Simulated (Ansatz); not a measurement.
```yaml
atoms:
  - { symbol: B, position_ang: [-0.2211, -0.8033, 0.2922] }
  - { symbol: Zn, position_ang: [0.2994, 1.0864, -0.3954] }
  - { symbol: H, position_ang: [-1.2551, -1.0247, 0.8596] }
  - { symbol: H, position_ang: [0.4875, -1.7619, 0.1544] }
  - { symbol: H, position_ang: [0.6894, 2.5035, -0.9107] }
```

Geometry: PBE0-D4/def2-TZVP.

These are results of RKS PBE0-D4/def2-TZVPP (Ansatz 0.2.0), not measurements.

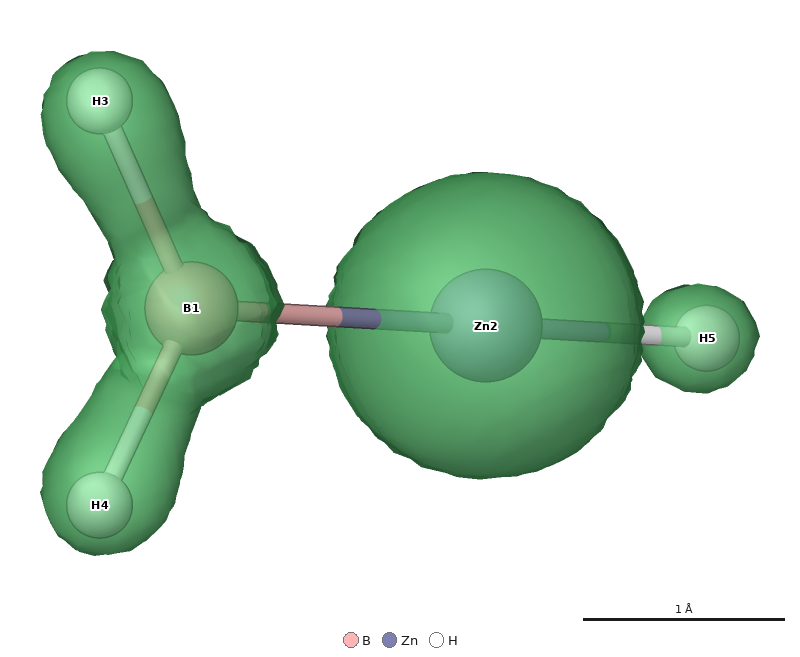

BH3Zn (SMILES [BH2][ZnH]). Isosurface of the total electron density at 1 e/Å³ (green), seen at an oblique angle.

Q: What does this surface tell about the bonding?

A: At this value the surface falls into three separate pieces. It bridges the sampled B–H (1.20 Å) contacts, where the density stays above the isovalue. It is pinched off along the sampled Zn–B (2.08 Å) and Zn–H (1.56 Å) contacts. On the grid the lowest density along these lines, outside the cores, is 0.64 e/Å³ (Zn–B, 2.08 Å), 1.2 e/Å³ (B–H, 1.20 Å) and 0.77 e/Å³ (Zn–H, 1.56 Å).
